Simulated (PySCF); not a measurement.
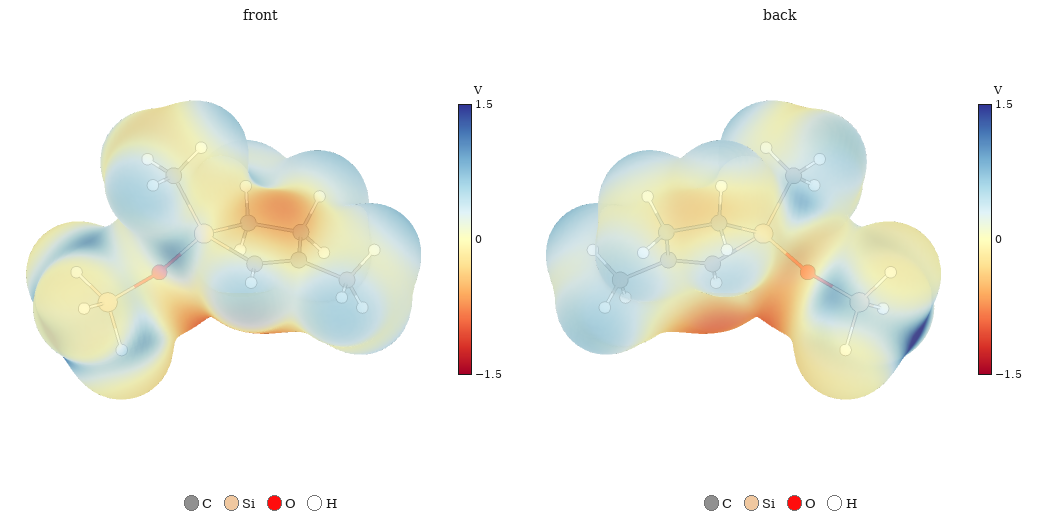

The picture shows: C6H14OSi2. The electrostatic potential painted on the density surface at 0.002 e/bohr³, seen from the front and from behind; red is negative and blue positive.

Geometry: GFN2-xTB.

The calculation used PBE0/pcSseg-1, SCF density, gas phase, non-relativistic (PySCF).

```xyz
23

C    -3.1598   -0.6409   -0.8773
C    -1.8200   -0.2938   -0.3128
C    -0.7668    0.1068   -1.0229
Si    0.7133    0.4390    0.0765
C     1.2954    2.2435    0.2071
O     2.0077   -0.4764   -0.3051
Si    3.4449   -1.0660   -0.7449
C    -0.1946   -0.2723    1.5950
C    -1.6694   -0.3794    1.1831
H    -3.1800   -0.4944   -1.9541
H    -3.9332   -0.0217   -0.4225
H    -3.4004   -1.6815   -0.6592
H    -0.8256    0.2092   -2.0948
H     0.4895    2.9096    0.4959
H     2.0914    2.3404    0.9391
H     1.6871    2.5869   -0.7454
H     4.3917   -0.7539    0.3262
H     3.2511   -2.5055   -0.9041
H     3.8318   -0.4191   -1.9988
H     0.1949   -1.2626    1.8263
H    -0.0955    0.3226    2.4998
H    -2.2399    0.4429    1.6259
H    -2.1185   -1.3063    1.5500
```

Q: Which sites attract a positive test charge, and which a negative one?

A: A positive charge is drawn to the negative regions and a negative charge to the positive ones. The most negative region (about −0.8 V) lies over C2, C3 and O6, the most positive (about +1.4 V) over Si7.
